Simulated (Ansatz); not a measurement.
## Tc (P6_3/mmc, 2 atoms in the cell): phonons and vibrational spectra

Aim: the vibrations of Tc (P6_3/mmc, 2 atoms in the cell), their spectra, and whether the structure is stable.

Calculated with Ansatz 0.2.0; DFT PBEsol, scalar-relativistic, plane waves, PAW.

### Step 1. Set-up

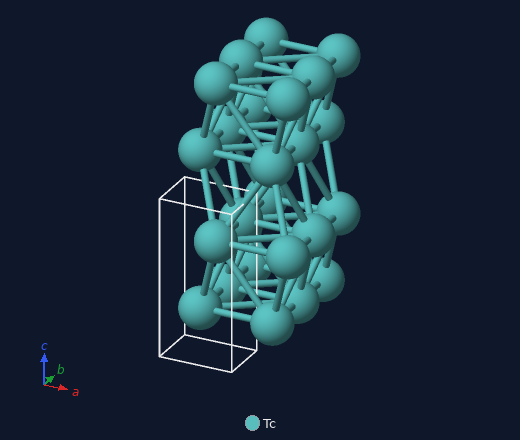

The starting structure, seen slightly off an axis (technetium teal). 2×3×2 cells are drawn.

### Step 2. Bringing the structure to rest

The cell and atoms are relaxed, since residual forces and stress would shift the frequencies.

Contents of input.yaml:

```yaml
crystal:
  lattice:
    - [2.74, 0.0, 0.0]
    - [-1.37, 2.3729096064, 0.0]
    - [0.0, 0.0, 4.398]
  atoms:
    - { symbol: Tc, position: [0.3333333333, 0.6666666667, 0.25] }
    - { symbol: Tc, position: [0.6666666667, 0.3333333333, 0.75] }
kpoints:
  mp_grid: { grid: [18, 18, 10] }
hamiltonian:
  xc: pbesol
scf:
  occupations: { method: gaussian, width: 0.1 }
output:
  forces: true
  stress: true
  eigenvalues: true
relax:
  adjacent_minimum: "off"
  f_tol: 0.005
  max_steps: 80
  cell: { stress_tol: 0.05 }
```

Command:

```
ansatz run input.yaml --threads 4 --pin off --max-ram 10240MiB --backend cpu --events-out ev --progress --plain --runs-dir out
```

Numbers of over 12 decimals in the logs are rounded to 6 here.

Log:

```text
Engine: ansatz 0.2.0, x86_64-unknown-linux-gnu
Pseudopotentials: kind: paw
Pseudopotential: Tc, paw, valence charge 15, recommended cutoff 500 eV (normal), Tc.paw.azcp
Functional definition: PBEsol
  exchange = pbesol_x
  correlation = pbesol_c
Crystal: 2 atoms, lattice volume = 28.595 Å³
Basis set: ecut = 500 eV, 713 PW (Γ), exchange–correlation on 40×40×72 points (8 copies of the dense FFT grid, shifted against one another)
Bands: 19, of which v1, the nominal top of the filled ones, is band 15 counted from 1 (14 counted from 0)
Symmetry: 24 space group operations
Space group: P63/mmc (ITA 194), of the structure as read, at distance tolerance 3.1e-5 Å
k-points: 222 of 3240
Non-local potential: Tc, projectors of the file, l = 0: 3, l = 1: 3, l = 2: 2, l = 3: 2
PAW form: soft (Blöchl's): semilocal exchange-correlation on the pseudo side does not see the compensation charge
PAW frozen core: Tc, regenerated for the run's functional, and the local potential with it (the file was generated under x = pbe(κ = 0.804, μ = 0.219515), c = pbe(β = 0.066725))
PAW one-centre angular grid: Tc, 590 points (default); XC on 64 Gauss nodes
Initial density: superposition of atomic densities (chi_scale 0.1, normalization cell)
Initial wavefunctions: pseudopotential atomic-orbital guess
Functional: x = pbesol(κ = 0.804, μ = 0.123457), c = pbesol(β = 0.046)
SCF iter   1: F=—  HF=-10675.742215 eV  |F-HF|=—  |Δ(HF+E_count)|=         —  Δρ=6.07e-2  dr2=1.03e0  ethr=3.10e-3  ⟨swp⟩=5.0  Hψ=16705  notcnv=0
preconditioner: auto → none  [metal: Δε(μ)=0.006 eV  Ē_g=5.293 eV  σ=0.100 eV  W_gap=0.03  n_scr=8 (ndim 8)  ℏωp=26.0 eV  f_vac=0.000  D(μ)=1.95/eV (n_scr^D=22)  sad-step TF]
SCF iter   2: F=—  HF=-10675.462140 eV  |F-HF|=—  |Δ(HF+E_count)|=   2.80e-1  Δρ=3.14e-2  dr2=2.70e-1  ethr=3.10e-3  ⟨swp⟩=2.2  Hψ=7004  notcnv=0  defer=21
SCF iter   3: F=—  HF=-10675.367343 eV  |F-HF|=—  |Δ(HF+E_count)|=   9.48e-2  Δρ=2.38e-3  dr2=7.69e-4  ethr=8.99e-4  ⟨swp⟩=3.0  Hψ=8361  notcnv=0  defer=21
SCF iter   4: F=—  HF=-10675.367334 eV  |F-HF|=—  |Δ(HF+E_count)|=   9.34e-6  Δρ=1.98e-4  dr2=1.10e-5  ethr=2.56e-6  ⟨swp⟩=1.9  Hψ=6023  notcnv=0  defer=21
SCF iter   5: F=—  HF=-10675.367330 eV  |F-HF|=—  |Δ(HF+E_count)|=   3.75e-6  Δρ=3.27e-5  dr2=2.00e-7  ethr=3.66e-8  ⟨swp⟩=2.0  Hψ=5776  notcnv=0  defer=21
SCF iter   6: F=-10675.367330 eV  HF=-10675.367330 eV  |F-HF|=1.56e-9  |Δ(HF+E_count)|=   5.03e-8  Δρ=7.29e-6  dr2=8.34e-9  ethr=3.33e-10  ⟨swp⟩=4.6  Hψ=15728  notcnv=0
SCF 1 converged in 6 iterations: F = -10675.367330 eV  dr2 = 8.34e-9
  greatest PAW one-centre occupation: 0.990 electrons in one spin orbital (limit 2), on the Tc atom at site 1 (counted from 0), in its partial waves of l = 0
relax step   1: F+E_penalty+E_count = -10675.36732996 eV  Δ(F+E_penalty+E_count) = +0.000e0 eV  max|allowed force component| = 2.024e-17 eV/Å  Δτ_max = 0.0000 Å  P = -6.581 GPa  Ω = 28.595 Å³  (6 SCF iters, dr2 threshold 1.00e-7 eV, accepted)
Crystal: 2 atoms, lattice volume = 27.112 Å³
Basis set: ecut = 500 eV, 687 PW (Γ), exchange–correlation on 40×40×72 points (8 copies of the dense FFT grid, shifted against one another)
Initial density: handed on by an earlier stage of this run
Initial wavefunctions: those handed on with the density
iter 1 solved again at ethr=4.63e-6 eV; its pass at ethr=3.10e-3 eV (dr2=1.39e-3 eV) is discarded
SCF iter   1: F=—  HF=-10675.350271 eV  |F-HF|=—  |Δ(HF+E_count)|=         —  Δρ=2.51e-3  dr2=1.43e-3  ethr=4.63e-6  ⟨swp⟩=1.0  Hψ=21847  notcnv=0
preconditioner: auto → none  [metal: Δε(μ)=0.007 eV  Ē_g=5.421 eV  σ=0.100 eV  W_gap=0.04  n_scr=8 (ndim 8)  ℏωp=26.7 eV  f_vac=0.000  D(μ)=1.53/eV (n_scr^D=22)]
SCF iter   2: F=—  HF=-10675.349800 eV  |F-HF|=—  |Δ(HF+E_count)|=   4.72e-4  Δρ=8.33e-4  dr2=7.56e-5  ethr=4.63e-6  ⟨swp⟩=3.0  Hψ=7592  notcnv=0
SCF iter   3: F=—  HF=-10675.349790 eV  |F-HF|=—  |Δ(HF+E_count)|=   9.94e-6  Δρ=2.85e-4  dr2=7.40e-6  ethr=2.52e-7  ⟨swp⟩=1.0  Hψ=4218  notcnv=0
iter 4 did not close the SCF: its close was put off for the readings that it lacked (scf_convergence_deferred on its scf_iter line)
SCF iter   4: F=-10675.349789 eV  HF=-10675.349789 eV  |F-HF|=7.38e-9  |Δ(HF+E_count)|=   3.26e-7  Δρ=1.54e-5  dr2=2.36e-8  ethr=2.47e-8  ⟨swp⟩=1.0  Hψ=4223  notcnv=0
iter 5 did not close the SCF: its close was put off for the readings that it lacked (scf_convergence_deferred on its scf_iter line)
SCF iter   5: F=-10675.349789 eV  HF=-10675.349789 eV  |F-HF|=4.06e-10  |Δ(HF+E_count)|=   8.45e-9  Δρ=2.55e-6  dr2=9.56e-10  ethr=7.85e-11  ⟨swp⟩=2.8  Hψ=8107  notcnv=0
SCF iter   6: F=-10675.349789 eV  HF=-10675.349789 eV  |F-HF|=5.46e-12  |Δ(HF+E_count)|=  2.18e-10  Δρ=3.58e-7  dr2=9.06e-12  ethr=3.19e-12  ⟨swp⟩=1.0  Hψ=10792  notcnv=0
SCF 2 converged in 6 iterations: F = -10675.349789 eV  dr2 = 9.06e-12
relax step   2: F+E_penalty+E_count = -10675.34978943 eV  Δ(F+E_penalty+E_count) = +1.754e-2 eV  max|allowed force component| = 4.626e-18 eV/Å  Δτ_max = 0.0000 Å  P = +11.320 GPa  Ω = 27.112 Å³  energy of the carried Pulay correction = +1.731e-4 eV  (6 SCF iters, dr2 threshold 2.00e-7 eV, rejected (line search))
Crystal: 2 atoms, lattice volume = 28.031 Å³
Basis set: ecut = 500 eV, 699 PW (Γ), exchange–correlation on 40×40×72 points (8 copies of the dense FFT grid, shifted against one another)
iter 1 solved again at ethr=1.65e-6 eV; its pass at ethr=3.10e-3 eV (dr2=4.95e-4 eV) is discarded
SCF iter   1: F=—  HF=-10675.380286 eV  |F-HF|=—  |Δ(HF+E_count)|=         —  Δρ=1.52e-3  dr2=5.60e-4  ethr=1.65e-6  ⟨swp⟩=1.1  Hψ=21873  notcnv=0
preconditioner: auto → none  [metal: Δε(μ)=0.021 eV  Ē_g=5.182 eV  σ=0.100 eV  W_gap=0.12  n_scr=8 (ndim 8)  ℏωp=26.2 eV  f_vac=0.000  D(μ)=1.65/eV (n_scr^D=22)]
SCF iter   2: F=—  HF=-10675.380105 eV  |F-HF|=—  |Δ(HF+E_count)|=   1.82e-4  Δρ=5.08e-4  dr2=2.98e-5  ethr=1.65e-6  ⟨swp⟩=3.0  Hψ=7658  notcnv=0
SCF iter   3: F=—  HF=-10675.380101 eV  |F-HF|=—  |Δ(HF+E_count)|=   3.19e-6  Δρ=1.74e-4  dr2=3.02e-6  ethr=9.93e-8  ⟨swp⟩=1.0  Hψ=4218  notcnv=0
SCF iter   4: F=—  HF=-10675.380100 eV  |F-HF|=—  |Δ(HF+E_count)|=   1.22e-6  Δρ=7.38e-6  dr2=5.08e-9  ethr=1.01e-8  ⟨swp⟩=1.0  Hψ=4227  notcnv=0
SCF iter   5: F=—  HF=-10675.380100 eV  |F-HF|=—  |Δ(HF+E_count)|=   4.42e-9  Δρ=1.36e-6  dr2=2.94e-10  ethr=1.69e-11  ⟨swp⟩=2.5  Hψ=7652  notcnv=0
SCF iter   6: F=-10675.380100 eV  HF=-10675.380100 eV  |F-HF|=3.64e-12  |Δ(HF+E_count)|=  9.46e-11  Δρ=2.62e-7  dr2=5.90e-12  ethr=1.00e-12  ⟨swp⟩=6.0  Hψ=19358  notcnv=0
SCF 3 converged in 6 iterations: F = -10675.380100 eV  dr2 = 5.90e-12
relax step   3: F+E_penalty+E_count = -10675.38010017 eV  Δ(F+E_penalty+E_count) = -1.277e-2 eV  max|allowed force component| = 3.816e-17 eV/Å  Δτ_max = 0.0000 Å  P = -0.366 GPa  Ω = 28.031 Å³  energy of the carried Pulay correction = +6.474e-5 eV  (6 SCF iters, accepted)
[...]
relax step   4: F+E_penalty+E_count = -10675.38015012 eV  Δ(F+E_penalty+E_count) = -4.995e-5 eV  max|allowed force component| = 1.446e-17 eV/Å  Δτ_max = 0.0000 Å  P = +0.020 GPa  Ω = 27.998 Å³  energy of the carried Pulay correction = +6.855e-5 eV  (6 SCF iters, dr2 threshold 2.00e-7 eV, accepted)
Basis set: ecut = 500 eV, 699 PW (Γ), exchange–correlation on 40×40×64 points (8 copies of the dense FFT grid, shifted against one another)
Initial wavefunctions: pseudopotential atomic-orbital guess (no wavefunctions were taken with the density)
iter 1 solved again at ethr=3.21e-9 eV; its pass at ethr=3.10e-3 eV (dr2=9.62e-7 eV) is discarded
SCF iter   1: F=—  HF=-10675.380104 eV  |F-HF|=—  |Δ(HF+E_count)|=         —  Δρ=2.53e-5  dr2=1.39e-8  ethr=3.21e-9  ⟨swp⟩=4.0  Hψ=31083  notcnv=0
preconditioner: auto → none  [metal: Δε(μ)=0.018 eV  Ē_g=5.194 eV  σ=0.100 eV  W_gap=0.10  n_scr=8 (ndim 8)  ℏωp=26.3 eV  f_vac=0.000  D(μ)=1.65/eV (n_scr^D=22)]
SCF iter   2: F=—  HF=-10675.380104 eV  |F-HF|=—  |Δ(HF+E_count)|=   3.59e-7  Δρ=1.24e-5  dr2=3.01e-9  ethr=4.65e-11  ⟨swp⟩=2.6  Hψ=7519  notcnv=0
SCF iter   3: F=—  HF=-10675.380104 eV  |F-HF|=—  |Δ(HF+E_count)|=   3.33e-9  Δρ=1.17e-6  dr2=1.50e-10  ethr=1.00e-11  ⟨swp⟩=2.2  Hψ=5600  notcnv=0
iter 4 did not close the SCF: its close was put off for the readings that it lacked (scf_convergence_deferred on its scf_iter line)
SCF iter   4: F=-10675.380104 eV  HF=-10675.380104 eV  |F-HF|=0.00e0  |Δ(HF+E_count)|=  1.27e-11  Δρ=2.26e-7  dr2=3.50e-12  ethr=1.00e-12  ⟨swp⟩=2.3  Hψ=6313  notcnv=0
iter 5 did not close the SCF: its close was put off for the readings that it lacked (scf_convergence_deferred on its scf_iter line)
SCF iter   5: F=-10675.380104 eV  HF=-10675.380104 eV  |F-HF|=3.64e-12  |Δ(HF+E_count)|=  3.64e-12  Δρ=1.87e-8  dr2=7.61e-14  ethr=1.00e-12  ⟨swp⟩=1.0  Hψ=4218  notcnv=0
iter 6 did not close the SCF: its close was put off for the readings that it lacked (scf_convergence_deferred on its scf_iter line)
SCF iter   6: F=-10675.380104 eV  HF=-10675.380104 eV  |F-HF|=1.82e-12  |Δ(HF+E_count)|=  1.82e-12  Δρ=1.30e-9  dr2=2.57e-16  ethr=1.00e-12  ⟨swp⟩=1.0  Hψ=4218  notcnv=0
iter 7 did not close the SCF: its close was put off for the readings that it lacked (scf_convergence_deferred on its scf_iter line)
SCF iter   7: F=-10675.380104 eV  HF=-10675.380104 eV  |F-HF|=0.00e0  |Δ(HF+E_count)|=  1.82e-12  Δρ=8.20e-10  dr2=1.86e-16  ethr=1.00e-12  ⟨swp⟩=1.0  Hψ=4218  notcnv=0
SCF iter   8: F=-10675.380104 eV  HF=-10675.380104 eV  |F-HF|=0.00e0  |Δ(HF+E_count)|=  1.82e-12  Δρ=3.23e-10  dr2=2.89e-17  ethr=1.00e-12  ⟨swp⟩=1.7  Hψ=9769  notcnv=0
SCF 5 converged in 8 iterations: F = -10675.380104 eV  dr2 = 2.89e-17
relax step   5: F+E_penalty+E_count = -10675.38010362 eV  Δ(F+E_penalty+E_count) = +4.650e-5 eV  max|allowed force component| = 1.561e-17 eV/Å  Δτ_max = 0.0000 Å  P = +0.009 GPa  Ω = 27.998 Å³  stress off target by 2.41e-2 GPa  SCF on the basis re-selected at this cell (its energy is not comparable with the rows above)  (8 SCF iters)
basis re-selected at this cell: Δ(F+E_penalty+E_count) = +4.650e-5 eV, ΔP = -0.011 GPa vs the last step (what re-selecting the basis moved, of the pressure what is left beyond the Pulay correction that the steps carried, after the strain that the cell walked since its last selection, with what the two solves' SCF thresholds leave and, on support functions, any second-order correction that the steps lacked; it is no measure of the basis error at this ecutwfc). The dense FFT grid was sized anew with the basis: this SCF ran on 20×20×32 points, the steps before it on 20×20×36, so part of this shift can come from that change (see relax.cell in the input reference). [rest of the remark cut]
SCF converged after 8 iterations
Free energy (F): -10675.380104 eV
Harris-Foulkes:  -10675.380104 eV  (|F-HF|=0.00e0)
Internal energy: -10675.371830 eV  (E = F + TS)
E sigma→0 (E₀):  -10675.375967 eV
Entropy (-TS):   -0.008274 eV (-4.137 meV/atom)
Fermi energy:    22.786493 eV
--- Per-component energies (eV) ---
  E_band       = -83.455445
  E_kinetic    = 1247.963775
  E_local      = -2330.252150  (includes V_loc(G=0)·N_el)
  E_nonlocal   = 577.327416
  E_hartree    = 627.214949
  E_xc         = -476.427430
  E_vxc        = -588.949431  (∫ρ·V_xc dr)
  E_paw        = -6439.287283  (= ΣΔE_a)
  E_vpaw       = -243.974926  (= ΣTr[D̂ρ^β])
  E_aug_tail   = -0.000026  (compensation charges beyond the density's cutoff)
  E_ewald      = -3882.364769
  E_core_change = 0.453689  (= ΣΔE_core)
  E_smearing   = -0.008274  (= −TS)
  E_closure    = 0.000000  (closes the sum)
  Σ components = -10675.380104   (vs F -10675.380104, Δ=0.00e0)
--- Forces (eV/Å), atoms counted from 1 ---
  atom   1  Tc     0.00000000     0.00000000     0.00000000
  atom   2  Tc     0.00000000    -0.00000000     0.00000000
  max |Σ_I F_I| component: 4.63e-18 eV/Å
--- Stress (GPa, compression-positive) ---
        0.024085      -0.000000       0.000000
        0.000000       0.024085       0.000000
        0.000000       0.000000      -0.020965
  P = ⅓ Tr σ = 0.0091 GPa (0.091 kbar)
--- Band table (eV; the first three rows and the last of 222) ---
  k-point 0: bands = [... 11 lower, 21.1935, 21.2983, 21.9488, 21.9488, 22.6566, 22.6566, 24.5447, 25.4365]
  k-point 1: bands = [... 11 lower, 21.1305, 21.2360, 21.8780, 21.8780, 22.8167, 22.8167, 24.2073, 25.4480]
  k-point 2: bands = [... 11 lower, 21.0159, 21.0696, 21.6936, 21.6936, 23.2131, 23.2131, 23.3704, 25.4469]
  k-point 221: bands = [... 11 lower, 19.4199, 20.9921, 20.9921, 22.7051, 22.7051, 25.5071, 25.5071, 32.3747]
--- Relaxed structure (4 steps of the walk, 3 accepted, 1 SCFs on fresh bases) ---
  F+E_penalty+E_count = -10675.38010362 eV   max|allowed force component| = 1.561e-17 eV/Å   (the final SCF, on the basis selected at the relaxed cell)
  cell:  # Å, volume = 27.9977 Å³
    - [2.723892, 0.0, 0.0]
    - [-1.361946, 2.358960, 0.0]
    - [0.0, 0.0, 4.357251]
  atoms:
    - { symbol: Tc, position: [0.333333, 0.666667, 0.25] }
    - { symbol: Tc, position: [0.666667, 0.333333, 0.75] }
```

Elapsed: 5.1 s, on 4 threads of Intel Xeon 6975P-C (Granite Rapids), shared host; peak memory 0.5 GiB.

Step by step:

| step | energy less that of the first step (eV) | largest force component (eV/Å) | pressure (GPa) | volume (Å³) |
| --- | --- | --- | --- | --- |
| 1 | 0.0000 | 0.0000 | -6.58 | 28.59 |
| 2 | 0.0175 | 0.0000 | 11.32 | 27.11 |
| 3 | -0.0128 | 0.0000 | -0.37 | 28.03 |
| 4 | -0.0128 | 0.0000 | 0.02 | 28.00 |
| 5* | -0.0128 | 0.0000 | 0.01 | 28.00 |

Relaxation steps marked * repeat the geometry before them on a plane-wave basis chosen anew for their cell, so energy and pressure can jump there. Relaxation step 2 was tried and not accepted.

Forces are held to the 24 operations that the run works with; a distortion that breaks them can't arise in this run.

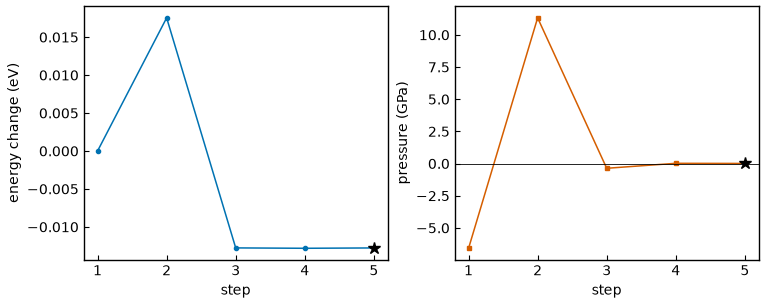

Energy and pressure along the relaxation. Stars mark steps on a basis chosen anew.

| conventional cell, symmetrised | before | after | change |
| --- | --- | --- | --- |
| a (Å) | 2.740 | 2.724 | -0.6 % |
| b (Å) | 2.740 | 2.724 | -0.6 % |
| c (Å) | 4.398 | 4.357 | -0.9 % |
| volume (Å³/atom) | 14.30 | 14.00 | -2.1 % |

Final coordinates:

```xyz
2
Lattice="2.7239 0.0000 0.0000 -1.3619 2.3590 0.0000 0.0000 0.0000 4.3573" Properties=species:S:1:pos:R:3 pbc="T T T"
Tc    0.0000    1.5726    1.0893
Tc    1.3619    0.7863    3.2679
```

This step gave:

```
pressure          : 0.009068 GPa
volume per atom   : 14.00 Å³
gap on the k-mesh : 0 eV
```

In this step the volume went from 14.30 to 14.00 Å³/atom.

### Step 3. Tight relaxation

Phonons need a cell at rest on their own settings, so the relaxation is repeated with tight tolerances on forces and stress on the k mesh and occupations of the first response run.

Contents of input.yaml:

```yaml
crystal:
  lattice:
    - [2.7238920783, 0.0, 0.0]
    - [-1.3619460392, 2.358959737, 0.0]
    - [0.0, 0.0, 4.3572507601]
  atoms:
    - { symbol: Tc, position: [0.3333333333, 0.6666666667, 0.25] }
    - { symbol: Tc, position: [0.6666666667, 0.3333333333, 0.75] }
kpoints:
  mp_grid: { grid: [18, 18, 12] }
hamiltonian:
  xc: pbesol
scf:
  occupations: { method: methfessel_paxton, width: 0.2 }
output:
  forces: true
  stress: true
  eigenvalues: true
relax:
  adjacent_minimum: "off"
  f_tol: 0.001
  max_steps: 60
  cell: { stress_tol: 0.01 }
```

Log:

```text
[...]
Crystal: 2 atoms, lattice volume = 27.998 Å³
Basis set: ecut = 500 eV, 699 PW (Γ), exchange–correlation on 40×40×64 points (8 copies of the dense FFT grid, shifted against one another)
Bands: 19, of which v1, the nominal top of the filled ones, is band 15 counted from 1 (14 counted from 0)
Symmetry: 24 space group operations
[...]
k-points: 259 of 3888
[...]
k-point 258: bands = [... 11 lower, 19.4188, 20.9905, 20.9905, 22.7017, 22.7017, 25.5055, 25.5055, 32.3753]
--- Relaxed structure (3 steps of the walk, 3 accepted, 1 SCFs on fresh bases) ---
[...]
cell:  # Å, volume = 27.9988 Å³
    - [2.723205, 2.8860233740354947e-11, 0.0]
    - [-1.361603, 2.358365, 0.0]
    - [0.0, 0.0, 4.359621]
  atoms:
    - { symbol: Tc, position: [0.333333, 0.666667, 0.250000] }
    - { symbol: Tc, position: [0.666667, 0.333333, 0.75] }
[key lines of the parts left out:]
SCF converged after 4 iterations
Free energy (F): -10675.374612 eV
Fermi energy:    22.793058 eV
P = ⅓ Tr σ = -0.0028 GPa (-0.028 kbar)
```

Elapsed: 4 s, on 4 threads; peak memory 0.52 GiB.

Little changed from the start: no atom moved by 0.005 Å and no cell edge by 0.1 %.

Numbers from this step:

```
pressure : -0.002826 GPa
```

The forces vanish by symmetry and the pressure is -0.003 GPa, within the tolerances set. The cell now holds 14.00 Å³/atom.

(Part 1 of 2 ends here.)

[Logs are printed without paths, hosts, clocks, repeated set-up lines and the standing remarks that a program may print on its own settings, such as how far it seeks lower states.]

[Hosts, paths, dates, database ids (printed as entryN), source tags and the programs' standing remarks are cut or masked in the printed files.]
